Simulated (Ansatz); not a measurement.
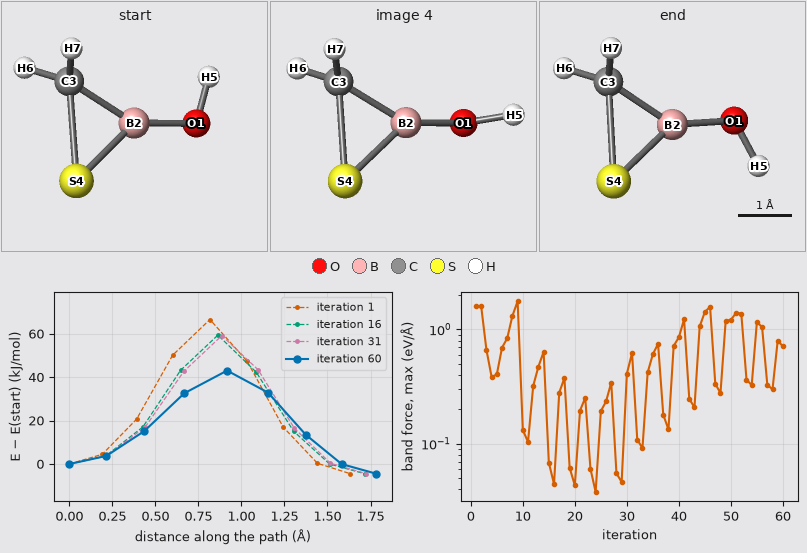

A search for the minimum-energy path of CH₃BOS by the nudged elastic band. Images are numbered from 0 (start) to 8 (end). The plot follows the band through its iterations. The picture is a ball-and-stick view, seen at a tilt.

Method: RKS revPBE/def2-SVP in Ansatz 0.2.0.

The input:
```yaml
crystal:
  periodic: [false, false, false]
  atoms:
    - { symbol: O, position_ang: [-1.374598, 0.665436, -1.036693] }
    - { symbol: B, position_ang: [-0.445944, -0.108755, -0.421107] }
    - { symbol: C, position_ang: [0.736936, -0.224533, 0.569124] }
    - { symbol: S, position_ang: [0.105137, -1.796088, -0.347148] }
    - { symbol: H, position_ang: [-1.312586, 1.598953, -0.762219] }
    - { symbol: H, position_ang: [0.584407, -0.264739, 1.664058] }
    - { symbol: H, position_ang: [1.767948, 0.061624, 0.288285] }
basis:
  gaussian: { orbitals: def2-SVP }
hamiltonian:
  xc: revpbe
neb:
  order_check: false
  images: 7
  f_tol: 0.03
  max_iterations: 60
  initial_path: idpp
  optimiser: lbfgs
  climbing: true
  final_atoms:
    - { symbol: O, position_ang: [-1.11259326, 1.20043055, -0.68391709] }
    - { symbol: B, position_ang: [-0.35293453, 0.15488089, -0.27557358] }
    - { symbol: C, position_ang: [0.818037, -0.25688113, 0.6325465] }
    - { symbol: S, position_ang: [-0.06086045, -1.59907186, -0.44424542] }
    - { symbol: H, position_ang: [-1.79073222, 0.93800186, -1.33403748] }
    - { symbol: H, position_ang: [0.68934717, -0.41790576, 1.71895048] }
    - { symbol: H, position_ang: [1.8710363, -0.08755654, 0.34057659] }
```

Run as
```bash
ansatz run input.yaml --threads 1 --pin off --max-ram 2048MiB --backend cpu --events-out ev --progress --plain --runs-dir out
```

Question: Judge this run.

Answer: The result isn't final. The band hadn't converged when the run stopped after 60 iterations. The largest component of the band force went from 1.6 to 0.71 eV/Å. The barrier read from it is provisional: over the last two iterations the highest image moved from 44.4 kJ/mol to 43.0 kJ/mol. The first iteration put the highest image at 66.6 kJ/mol. Forward barrier 43.0 kJ/mol, backward barrier 47.5 kJ/mol, with image 4 at the top; the reaction energy is −4.5 kJ/mol.

The run took roughly 10 core-minutes on a shared host.
